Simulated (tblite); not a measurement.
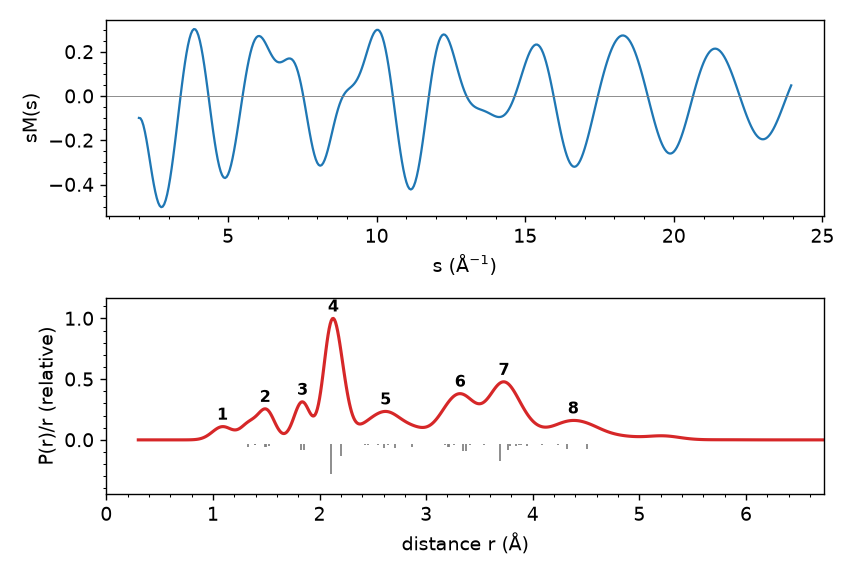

Simulated gas electron diffraction: reduced molecular intensity sM(s) from the Debye equation in the first Born approximation (top) and the radial distribution curve (bottom) of C5H10P2Se. Each pair of atoms contributes with weight ZᵢZⱼ/r (bars below the curve); damping constant 0.0015 Å²; vibrational amplitudes assumed, not computed: 0.05 Å for bonds, 0.078 Å for bonds to H, 0.06 + 0.015 r up to 0.15 Å for other pairs. The geometry is the end point of an optimisation (GFN2-xTB geometry optimisation, gas phase (tblite 0.8.0)); it may be a saddle point or a higher isomer.

Q: Read the positions of the numbered peaks and name the main pairs (– for bonds).

A: Peak 1, 1.09 Å: C–H 1.08–1.09 Å (×8)
Peak 2, 1.49 Å: C–C 1.33–1.53 Å (×4), P–H 1.39 Å (×2), not resolved
Peak 3, 1.84 Å: P–C 1.82–1.85 Å (×2)
Peak 4, 2.13 Å: Se–P 2.11 Å, C···H 2.11–2.23 Å (×11), P–P 2.20 Å, not resolved
Peak 5, 2.62 Å: P···H 2.40–2.62 Å (×4), C···C 2.43–2.65 Å (×4), P···C 2.61–2.87 Å (×3), not resolved
Peak 6, 3.32 Å: Se···H 3.18–3.41 Å (×3), P···C 3.20–3.21 Å (×2), Se···C 3.35–3.37 Å (×2), not resolved
Peak 7, 3.73 Å: Se···P 3.69 Å, Se···C 3.77 Å, P···C 3.79–3.95 Å (×3), not resolved
Peak 8, 4.38 Å: C···H 4.14–4.61 Å (×12), Se···H 4.24–4.67 Å (×2), Se···C 4.32–4.51 Å (×2), not resolved
